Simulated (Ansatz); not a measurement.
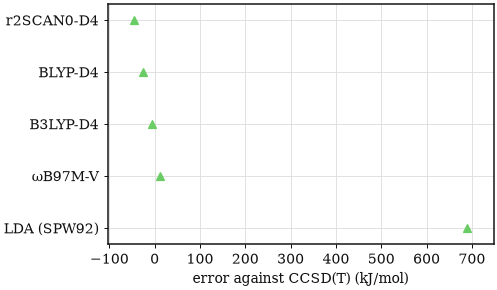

Error in the electronic atomisation energy (method less reference, so positive means overbinding) of C₃H₉NZn, SMILES C[CH](C)[Zn][NH2], singlet: functionals in def2-TZVPP against frozen-core CCSD(T) at the limit (MP2 extrapolated from triple and quadruple zeta, plus CCSD(T) less MP2 in a smaller set), which gives 4929.0 kJ/mol, at a PBE0-D4/def2-TZVP geometry (with a soft imaginary mode, 11i cm⁻¹), no zero-point or spin-orbit term, the Ansatz code. The reference leaves out core correlation, a term that grows with the number of heavy atoms. Choice of cores on heavy atoms: Zn/Cu 3s3p.

> Which of these levels overbind, and which underbind?

Overbind: LDA (SPW92). Underbind: r2SCAN0-D4 and BLYP-D4. Within 25 kJ/mol of zero, too close to call in view of what the reference leaves out: B3LYP-D4 and ωB97M-V.

> Give the values.

| level | kJ/mol |
| --- | --- |
| r2SCAN0-D4 | −45.4 |
| BLYP-D4 | −26.7 |
| B3LYP-D4 | −5.4 |
| ωB97M-V | 12.4 |
| LDA (SPW92) | 688.9 |

Limits of at least one run: no scalar relativity up to krypton; one conformer of a flexible molecule.
